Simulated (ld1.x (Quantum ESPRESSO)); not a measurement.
# A TM potential for zirconium, from input to tests

Do these settings give a usable potential? It is generated, then checked for transferability, scattering, ghosts and hardness.

Program: ld1.x (Quantum ESPRESSO) 7.5. Reference atom: PBE, scalar-relativistic, spherical and spin-unpolarised. All values are calculated.

**1. Starting point**

The settings as typed:

```
element                 : zirconium (Zr, Z = 40)
type                    : norm-conserving Troullier–Martins (Kleinman–Bylander form)
frozen core             : [Kr]
valence charge          : 4
reference configuration : 4d3 5s1 5p0
partial waves           : 5s (bound): rc 2.80 bohr; 5p (bound, empty): rc 4.20 bohr; 4d (bound): rc 1.75 bohr
local potential         : all-electron potential smoothed inside 2.00 bohr (lloc = -1)
core correction         : Bessel-smoothed model core inside 1.80 bohr
```

**2. Generating the potential**

File Zr.in:

```
 &input
   title='Zr', zed=40., rel=1, dft='PBE', iswitch=3,
   config='[Kr] 4d3 5s1 5p0',
   nld=3, rlderiv=4.55, eminld=-2.0, emaxld=5.0, deld=0.02
 /
 &inputp
   pseudotype=2, tm=.true., lloc=-1, rcloc=2.00,
   nlcc=.true., new_core_ps=.true., rcore=1.80,
   file_pseudopw='Zr.UPF', file_wfcaegen='ae.wfc', file_wfcncgen='nc.wfc', file_beta='beta', file_chi='chi'
 /
3
5S  1  0   1.00   0.00  2.80  2.80  0.0
5P  2  1   0.00   0.00  4.20  4.20  0.0
4D  3  2   3.00   0.00  1.75  1.75  0.0
 &test
   configts(1)='4d3 5s1 5p0'
 /
```

Started as:

```bash
$ ld1.x < Zr.in > Zr.out
```

What the program wrote to Zr.out (without the banner and most projector matrices):

```text
     Program LD1 v.7.5
     --------------------------- All-electron run ----------------------------

     Zr
     scalar relativistic calculation

     atomic number is 40.00
     dft =PBE   lsd =0 sic =0 latt =0  beta=0.20 tr2=1.0E-14
     Exchange-correlation= PBE
                           (   1   4   3   4   0   0   0)
     mesh =1225 r(mesh) = 100.59681 a.u. xmin = -7.00 dx = 0.01250
     1 Ry =  13.60569312 eV, c = 137.03599908

     n l     nl                  e(Ry)          e(Ha)          e(eV)
     1 0     1S 1( 2.00)     -1309.9713      -654.9857    -17823.0677
     2 0     2S 1( 2.00)      -181.3646       -90.6823     -2467.5907
     2 1     2P 1( 6.00)      -161.7128       -80.8564     -2200.2148
     3 0     3S 1( 2.00)       -29.5872       -14.7936      -402.5538
     3 1     3P 1( 6.00)       -23.1844       -11.5922      -315.4400
     4 0     4S 1( 2.00)        -3.8529        -1.9264       -52.4208
     4 1     4P 1( 6.00)        -2.2425        -1.1213       -30.5109
     3 2     3D 1(10.00)       -12.6767        -6.3384      -172.4760
     4 2     4D 1( 3.00)        -0.1715        -0.0858        -2.3335
     5 0     5S 1( 1.00)        -0.2824        -0.1412        -3.8423
     5 1     5P 1( 0.00)        -0.0864        -0.0432        -1.1750

     final scf error:  1.2E-16 reached in  33 iterations

     Etot =   -7196.978959 Ry,   -3598.489480 Ha,  -97919.887130 eV

     Ekin =    7400.046210 Ry,    3700.023105 Ha,  100682.757828 eV
     Encl =  -17335.114237 Ry,   -8667.557119 Ha, -235856.244565 eV
     Eh   =    2966.061435 Ry,    1483.030718 Ha,   40355.321674 eV
     Exc  =    -227.972367 Ry,    -113.986184 Ha,   -3101.722067 eV

     normalization and overlap integrals

     s(1S/1S) =  1.000000  <r> =   0.0371  <r2> =    0.0019  r(max) =   0.0241
     s(2S/2S) =  1.000000  <r> =   0.1626  <r2> =    0.0312  r(max) =   0.1368
     s(2P/2P) =  1.000000  <r> =   0.1417  <r2> =    0.0245  r(max) =   0.1093
     s(3S/3S) =  1.000000  <r> =   0.4585  <r2> =    0.2410  r(max) =   0.4060
     s(3P/3P) =  1.000000  <r> =   0.4621  <r2> =    0.2489  r(max) =   0.4010
     s(4S/4S) =  1.000000  <r> =   1.2172  <r2> =    1.6819  r(max) =   1.0764
     s(4P/4P) =  1.000000  <r> =   1.3786  <r2> =    2.1863  r(max) =   1.1896
     s(3D/3D) =  1.000000  <r> =   0.4525  <r2> =    0.2477  r(max) =   0.3495
     s(4D/4D) =  1.000000  <r> =   2.5189  <r2> =    8.2027  r(max) =   1.6464
     s(5S/5S) =  1.000000  <r> =   3.8987  <r2> =   17.4563  r(max) =   3.2337
     s(5P/5P) =  1.000000  <r> =   5.6156  <r2> =   36.9661  r(max) =   4.4199

     ------------------------ End of All-electron run ------------------------

     --------------------- Generating NC pseudopotential ---------------------

      Generating local potential from pseudized AE potential:
      Matching radius rcloc =   2.0000

      Local pseudo, rcloc= 1.986 Estimated cut-off energy=     6.34 Ry

      Computing core charge for nlcc:

       r > 1.82 : true rho core
      Core charge pseudized with two Bessel functions
      Integrated core pseudo-charge :  10.95

      Wfc   5S  rcut= 2.818  Using Troullier-Martins method

      Wfc   5P  rcut= 4.204  Using Troullier-Martins method

      Wfc   4D  rcut= 1.753  Using Troullier-Martins method

     ------------------- End of pseudopotential generation -------------------

     [... the all-electron block is printed once more ...]


     Computing logarithmic derivative in   4.56031
     Computing logarithmic derivative in   4.56031
     Computing the partial wave expansion
     R is outside the sphere for l=    0 j= 0.00
     R is outside the sphere for l=    1 j= 0.00
     R is outside the sphere for l=    2 j= 0.00

     ---------------------- Testing the pseudopotential ----------------------

     Zr
     scalar relativistic calculation

     atomic number is 40.00   valence charge is  4.00
     dft =PBE   lsd =0 sic =0 latt =0  beta=0.20 tr2=1.0E-14
     mesh =1225 r(mesh) = 100.59681 xmin = -7.00 dx = 0.01250

     n l     nl             e AE (Ry)        e PS (Ry)    De AE-PS (Ry)
     3 2     4D   1( 3.00)       -0.17151       -0.17150       -0.00001
     1 0     5S   1( 1.00)       -0.28240       -0.28240        0.00000
     2 1     5P   1( 0.00)       -0.08636       -0.08636        0.00000

     eps = 1.2E-16  iter =  4

     Etot =   -7196.978959 Ry,   -3598.489480 Ha,  -97919.887130 eV
     Etotps =   -20.077945 Ry,     -10.038972 Ha,    -273.174355 eV

     Ekin =       7.403258 Ry,       3.701629 Ha,     100.726460 eV
     Encl =     -15.107706 Ry,      -7.553853 Ha,    -205.550810 eV
     Ehrt =       5.149213 Ry,       2.574607 Ha,      70.058613 eV
     Ecxc =     -17.277575 Ry,      -8.638787 Ha,    -235.073379 eV
     (Ecc =     -14.378762 Ry,      -7.189381 Ha,    -195.633024 eV)
     Epseu=      -0.245136 Ry,      -0.122568 Ha,      -3.335240 eV

     ---------------------- End of pseudopotential test ----------------------
```

It took 1.7 s on 1 thread of Neoverse-V1, shared host. (Generation and the later configuration tests together.)

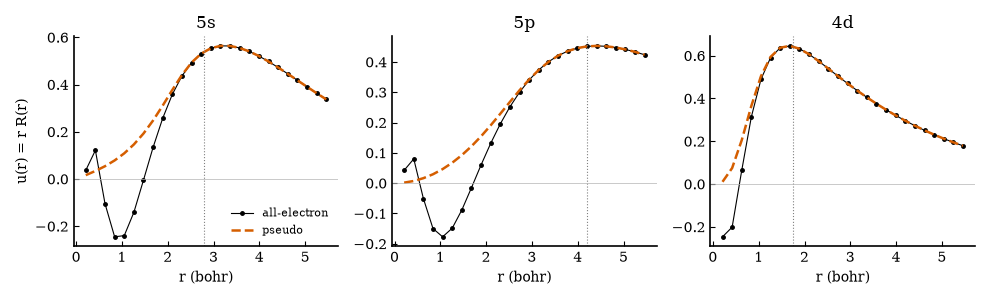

All-electron and pseudo partial waves (5s, 5p, 4d), with the matching radii dotted. The curves join 26 sampled radii, too few to resolve the innermost nodes.

**3. Configuration tests**

File Zr.test.in:

```
 &input
   title='Zr', zed=40., rel=1, dft='PBE', iswitch=2,
   config='[Kr] 4d3 5s1 5p0'
 /
 &test
   file_pseudo='Zr.UPF', nconf=8,
   configts(1)='4d3 5s1 5p0',
   configts(2)='4d2 5s2 5p0',
   configts(3)='4d2 5s1 5p0',
   configts(4)='4d2 5s0 5p0',
   configts(5)='4d2 5s1.5 5p0',
   configts(6)='4d1 5s2 5p1',
   configts(7)='4d3 5s0 5p0',
   configts(8)='4d1 5s0 5p0'
 /
```

Started as:

```bash
$ ld1.x < Zr.test.in > Zr.test.out
```

Zr.test.out, the pseudopotential blocks, each with the warnings that came before it:

```text
     ---------------------- Testing the pseudopotential ----------------------

     Zr
     scalar relativistic calculation

     atomic number is 40.00   valence charge is  4.00
     dft =PBE   lsd =0 sic =0 latt =0  beta=0.20 tr2=1.0E-14
     mesh =1225 r(mesh) = 100.59681 xmin = -7.00 dx = 0.01250

     n l     nl             e AE (Ry)        e PS (Ry)    De AE-PS (Ry)
     3 2     4D   1( 3.00)       -0.17151       -0.17150       -0.00001
     1 0     5S   1( 1.00)       -0.28240       -0.28240        0.00000
     2 1     5P   1( 0.00)       -0.08636       -0.08636       -0.00000

     eps = 1.9E-16  iter =  4

     Etot =   -7196.978959 Ry,   -3598.489480 Ha,  -97919.887130 eV
     Etotps =   -20.077945 Ry,     -10.038972 Ha,    -273.174354 eV

     Ekin =       7.403258 Ry,       3.701629 Ha,     100.726462 eV
     Encl =     -15.107706 Ry,      -7.553853 Ha,    -205.550810 eV
     Ehrt =       5.149213 Ry,       2.574607 Ha,      70.058613 eV
     Ecxc =     -17.277575 Ry,      -8.638787 Ha,    -235.073379 eV
     (Ecc =     -14.378762 Ry,      -7.189381 Ha,    -195.633024 eV)
     Epseu=      -0.245136 Ry,      -0.122568 Ha,      -3.335240 eV

     ---------------------- End of pseudopotential test ----------------------

     Warning: n=2, l=1 expected 0 nodes, found 1
     ---------------------- Testing the pseudopotential ----------------------

     Zr
     [...]
     n l     nl             e AE (Ry)        e PS (Ry)    De AE-PS (Ry)
     3 2     4D   1( 2.00)       -0.26451       -0.27431        0.00979  !
     1 0     5S   1( 2.00)       -0.32628       -0.32394       -0.00234
     2 1     5P   1( 0.00)       -0.10799       -0.10799        0.00000

     eps = 1.1E-15  iter =  9

     Etot =   -7197.066779 Ry,   -3598.533389 Ha,  -97921.081979 eV
     Etotps =   -20.160735 Ry,     -10.080368 Ha,    -274.300779 eV
     dEtot_ae =      -0.087820 Ry
     dEtot_ps =      -0.082791 Ry,   Delta E=      -0.005029 Ry

     [...]
     ---------------------- End of pseudopotential test ----------------------

     ---------------------- Testing the pseudopotential ----------------------

     Zr
     [...]
     n l     nl             e AE (Ry)        e PS (Ry)    De AE-PS (Ry)
     3 2     4D   1( 2.00)       -0.73368       -0.74390        0.01022  !
     1 0     5S   1( 1.00)       -0.73090       -0.73029       -0.00061
     2 1     5P   1( 0.00)       -0.46021       -0.46021        0.00000

     eps = 8.1E-16  iter =  7

     Etot =   -7196.542213 Ry,   -3598.271106 Ha,  -97913.944892 eV
     Etotps =   -19.637763 Ry,      -9.818882 Ha,    -267.185379 eV
     dEtot_ae =       0.436746 Ry
     dEtot_ps =       0.440182 Ry,   Delta E=      -0.003435 Ry

     [...]
     ---------------------- End of pseudopotential test ----------------------

     ---------------------- Testing the pseudopotential ----------------------

     Zr
     [...]
     n l     nl             e AE (Ry)        e PS (Ry)    De AE-PS (Ry)
     3 2     4D   1( 2.00)       -1.27152       -1.28609        0.01457  !
     1 0     5S   1( 0.00)       -1.17881       -1.18368        0.00487
     2 1     5P   1( 0.00)       -0.85757       -0.85757        0.00000

     eps = 5.1E-15  iter =  5

     Etot =   -7195.591120 Ry,   -3597.795560 Ha,  -97901.004620 eV
     Etotps =   -18.684790 Ry,      -9.342395 Ha,    -254.219526 eV
     dEtot_ae =       1.387839 Ry
     dEtot_ps =       1.393154 Ry,   Delta E=      -0.005315 Ry

     [...]
     ---------------------- End of pseudopotential test ----------------------

     ---------------------- Testing the pseudopotential ----------------------

     Zr
     [...]
     n l     nl             e AE (Ry)        e PS (Ry)    De AE-PS (Ry)
     3 2     4D   1( 2.00)       -0.48960       -0.49937        0.00978  !
     1 0     5S   1( 1.50)       -0.52268       -0.52092       -0.00176
     2 1     5P   1( 0.00)       -0.27730       -0.27730        0.00000

     eps = 5.0E-16  iter = 10

     Etot =   -7196.855127 Ry,   -3598.427563 Ha,  -97918.202303 eV
     Etotps =   -19.950092 Ry,      -9.975046 Ha,    -271.434836 eV
     dEtot_ae =       0.123833 Ry
     dEtot_ps =       0.127852 Ry,   Delta E=      -0.004020 Ry

     [...]
     ---------------------- End of pseudopotential test ----------------------

     BEWARE! Errors in PS-KS equations
     Warning: n=1, l=0 expected 0 nodes, found 1
     Warning: n=3, l=2 expected 0 nodes, found 1
     ---------------------- Testing the pseudopotential ----------------------

     Zr
     [...]
     n l     nl             e AE (Ry)        e PS (Ry)    De AE-PS (Ry)
     3 2     4D   1( 1.00)       -0.46545       -1.28551        0.82006  !
     1 0     5S   1( 2.00)       -0.43155       -0.51733        0.08577  !
     2 1     5P   1( 1.00)       -0.17665       -0.17665        0.00000

     eps = 3.2E-18  iter = 23

     Etot =   -7196.846042 Ry,   -3598.423021 Ha,  -97918.078696 eV
     Etotps =   -16.875577 Ry,      -8.437788 Ha,    -229.603917 eV
     dEtot_ae =       0.132917 Ry
     dEtot_ps =       3.202368 Ry,   Delta E=      -3.069451 Ry

     [...]
     ---------------------- End of pseudopotential test ----------------------

     ---------------------- Testing the pseudopotential ----------------------

     Zr
     [...]
     n l     nl             e AE (Ry)        e PS (Ry)    De AE-PS (Ry)
     3 2     4D   1( 3.00)       -0.59945       -0.59764       -0.00182
     1 0     5S   1( 0.00)       -0.65674       -0.65907        0.00233
     2 1     5P   1( 0.00)       -0.40744       -0.49989        0.09244  !

     eps = 1.0E-15  iter = 29

     Etot =   -7196.514013 Ry,   -3598.257007 Ha,  -97913.561222 eV
     Etotps =   -19.611828 Ry,      -9.805914 Ha,    -266.832515 eV
     dEtot_ae =       0.464946 Ry
     dEtot_ps =       0.466117 Ry,   Delta E=      -0.001171 Ry

     [...]
     ---------------------- End of pseudopotential test ----------------------

     ---------------------- Testing the pseudopotential ----------------------

     Zr
     [...]
     n l     nl             e AE (Ry)        e PS (Ry)    De AE-PS (Ry)
     3 2     4D   1( 1.00)       -2.07285       -2.13213        0.05928  !
     1 0     5S   1( 0.00)       -1.78561       -1.78561        0.00000
     2 1     5P   1( 0.00)       -1.39421       -1.39421        0.00000

     eps = 6.8E-15  iter =  5

     Etot =   -7193.928092 Ry,   -3596.964046 Ha,  -97878.377969 eV
     Etotps =   -16.987277 Ry,      -8.493638 Ha,    -231.123674 eV
     dEtot_ae =       3.050867 Ry
     dEtot_ps =       3.090668 Ry,   Delta E=      -0.039801 Ry

     [...]
     ---------------------- End of pseudopotential test ----------------------
```

1 test gave no usable energy difference (4d1 5s2 5p1).

Energies count from the reference configuration 4d3 5s1 5p0; the error is all-electron less pseudo. A star marks tests that logged a warning.

```csv
valence configuration,charge,ΔE all-electron (eV),error AE − PS (meV)
4d2 5s2 5p0 *,0,-1.195,-68
4d2 5s1 5p0,+1,5.942,-47
4d2 5s0 5p0,+2,18.883,-72
4d2 5s1.5 5p0,+0.5,1.685,-55
4d3 5s0 5p0,+1,6.326,-16
4d1 5s0 5p0,+3,41.509,-542
```

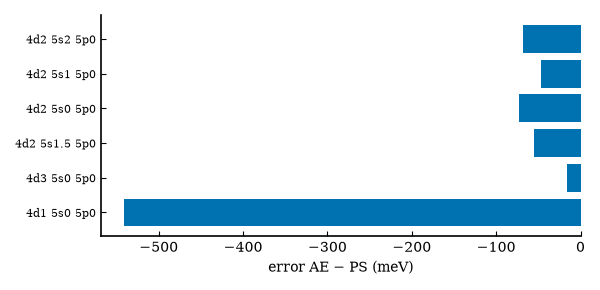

Error of the potential in each test configuration.

**4. Scattering by logarithmic derivatives**

Taken from the files of the generation run. The phase is arctan(r·u′/u) with u = r·R, unwrapped, with energies in Ry. A pole is an energy at which the radial function vanishes at the test radius. The pseudo phase is shifted by a multiple of π to meet the all-electron one at the reference energy. Levels narrower than the energy grid can be missing from the poles. The last column is the largest difference on the grid between −1 and +1 Ry.

| channel | radius (bohr) | reference (Ry) | poles AE | poles PS | window around the reference with phases within 0.05 rad (Ry) | largest difference near zero (rad) |
| --- | --- | --- | --- | --- | --- | --- |
| s | 4.56 | -0.28 | 0.07, 2.61 | 0.07, 2.20, 4.63 | below 0.8 | 0.083 |
| p | 4.56 | -0.09 | 0.57, 3.25 | -0.33, 0.58, 3.10 | -0.3 to 1.6 | 3.138 |
| d | 4.56 | -0.17 | -0.09, 1.59, 4.48 | -0.09, 1.59, 4.50 | the whole range | 0.002 |

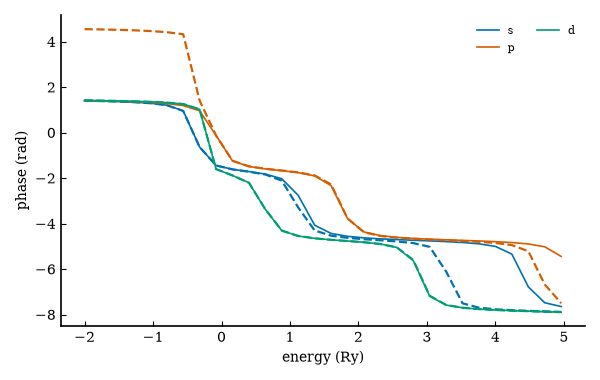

All-electron (solid) and pseudo (dashed) phases against energy.

**5. Cutoff and ghost test in a Bessel basis**

A separate test, outside the generator: the pseudo-atom's Hamiltonian at the reference potential is diagonalised in spherical Bessel functions j_l(qr) that vanish at 20 bohr, with q² up to the cutoff.

All-electron valence levels (Ry): 5s -0.2824, 5p -0.0864, 4d -0.1715. The lowest levels of each channel (Ry) by cutoff; the last column sums, over occupied levels, occupation times the distance from the level at 400 Ry. A positive value at high cutoff is not a bound level.

```csv
cutoff (Ry),s #1,s #2,p #1,p #2,d #1,f #1,Σ f·Δε (mRy)
8,-2.3719,-0.2812,-0.0863,0.0450,-0.0286,0.0969,430.0
10,-2.7797,-0.2820,-0.0863,0.0445,-0.0568,0.0969,344.5
12,-3.0223,-0.2823,-0.0863,-0.0396,-0.0864,0.0969,255.3
18,-3.2349,-0.2823,-0.2589,-0.0863,-0.1429,0.0969,85.7
21,-3.2560,-0.2824,-0.2914,-0.0863,-0.1554,0.0969,48.3
25,-3.2663,-0.2824,-0.3134,-0.0863,-0.1632,0.0969,25.0
30,-3.2731,-0.2824,-0.3203,-0.0863,-0.1689,0.0969,7.9
40,-3.2759,-0.2824,-0.3225,-0.0863,-0.1714,0.0969,0.4
45,-3.2760,-0.2824,-0.3226,-0.0863,-0.1715,0.0969,0.1
50,-3.2760,-0.2824,-0.3227,-0.0863,-0.1715,0.0969,0.1
400,-3.2760,-0.2824,-0.3227,-0.0863,-0.1715,0.0969,0.0
```

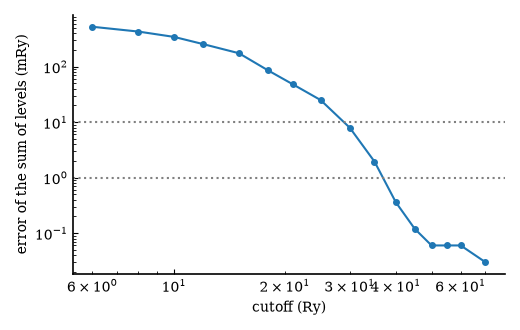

Occupation-weighted error of the valence levels against the cutoff; the dotted lines mark 10 and 1 mRy.

The sum stays within 10 mRy from 30 Ry and within 1 mRy from 40 Ry. The sum leaves out empty levels, which can need more. Ghost test: ghost states, bound below the all-electron valence or empty levels of the same l: s at -44.6 eV, p at -4.4 eV.

**6. Outcome**

```
                                                quantity                                        value
               cutoffs for 10 and 1 mRy, occupied levels                              30 Ry and 40 Ry
                                            bound ghosts                s at -44.57 eV, p at -4.39 eV
                            largest test error (AE − PS)  -542 meV, for 4d1 5s0 5p0 (1 test unsolved)
largest phase difference near zero energy, channels read                                    3.138 rad
```

What this shows: A bound ghost (s, p) makes it unfit for use: electrons can fall into a state that the atom doesn't have. By total energies transferability is poor: the largest error is 542 meV on 41.5 eV, for 4d1 5s0 5p0. Of the tests 1 gave no usable energy difference, which is a warning in itself. By its cutoff, 30 Ry for the looser tolerance, it is soft on the atom at that tolerance. The slowest occupied level is 4d: taken alone it needs 35 Ry to come within 1 mRy, against 10 Ry for 5s. Of the channels read, p scatters worst near zero energy, by up to 3.14 rad. A step near π is an extra or missing state, not a misfit of shape. The pseudo curves have a pole with no partner nearby in the atom's: p at -0.33 Ry.
